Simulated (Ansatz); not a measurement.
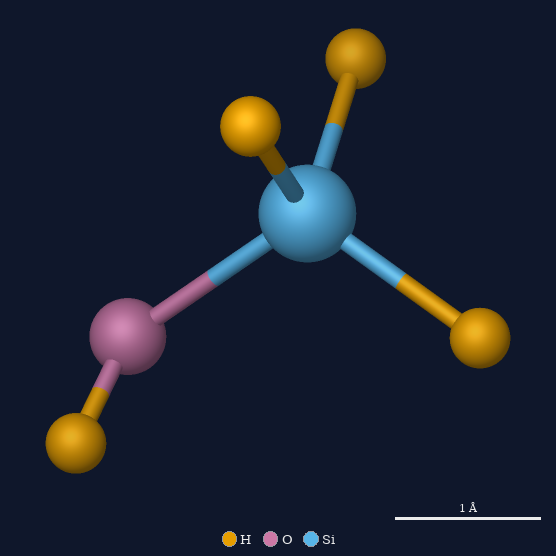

The geometry was computed by an optimisation with PBE0-D4/def2-TZVP.

**Which formula does it have?**

H4OSi, 6 atoms: 4 hydrogen, 1 oxygen and 1 silicon.

**How many sets of symmetry-equivalent atoms are there?**

5: 1 H, 1 O, 1 Si, 2 H, 1 H.

**How many bonds of each kind are drawn?**

3 Si–H, 1 O–H, 1 O–Si. Sticks follow a distance rule.

**Give the symmetry (Schoenflies symbol).**

Cs.

More results for the same structure follow; atom numbers are the same in all pictures, views and colours differ.

### Vibrations

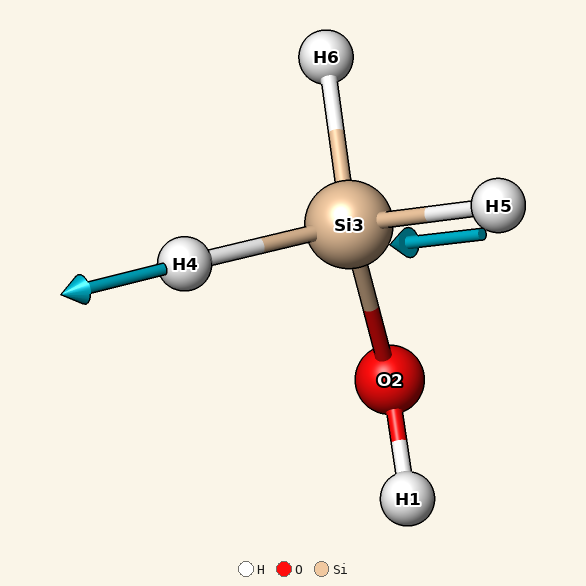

The arrows show one normal mode. Harmonic vibrations computed with RKS PBE0-D4/def2-TZVP (Ansatz 0.2.0) at a stationary point of the same level.

**Describe the motion.**

Mostly out-of-phase stretching of 2 Si–H bonds.

**At what wavenumber does it lie?**

2209 cm⁻¹; it is mode 9 of 12 counted from the lowest.

### Thermal motion

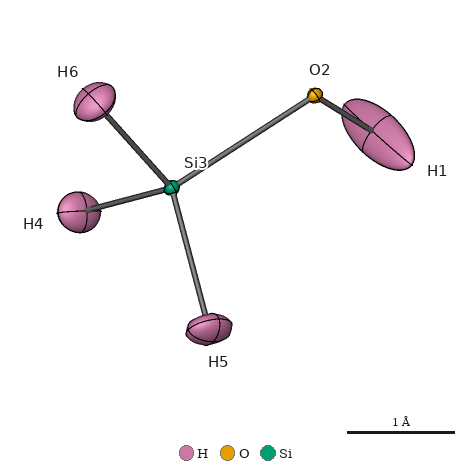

Displacement ellipsoids at the 50 % level, from the internal vibrations of the free molecule (harmonic, no overall translation or rotation; no half-axis is drawn under 0.075 Å). Vibrations computed with RKS PBE0-D4/def2-TZVP (Ansatz 0.2.0). Temperature: 298 K.

Give the displacement parameters, one line for each set of equivalent atoms.

```tsv
atom	U_eq (Å²)	rms amplitudes (Å)
H1	0.0603	0.065, 0.141, 0.396
O2	0.00063	0.012, 0.029, 0.030
Si3	0.00017	0.011, 0.011, 0.017
H4, H5	0.0153	0.086, 0.124, 0.152
H6	0.0150	0.085, 0.134, 0.141
```

### Dipole moment

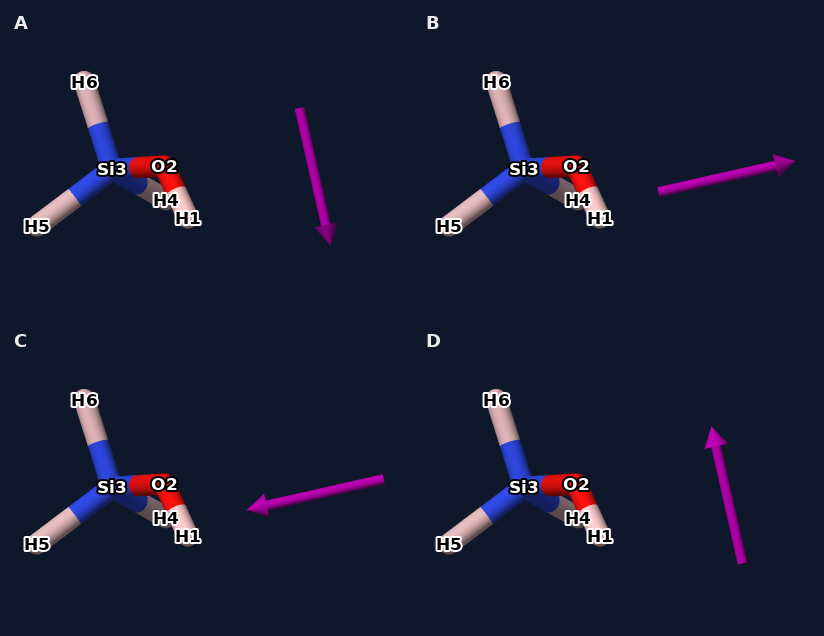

The same molecule four times, each with an arrow. Method: RKS PBE0-D4/def2-TZVP (Ansatz 0.2.0).

**Which arrow points along the dipole moment, from the negative to the positive end?**

A. The dipole moment is 1.36 D; it points from the side of H6 to the side of H1 (the outermost atoms at the two ends).
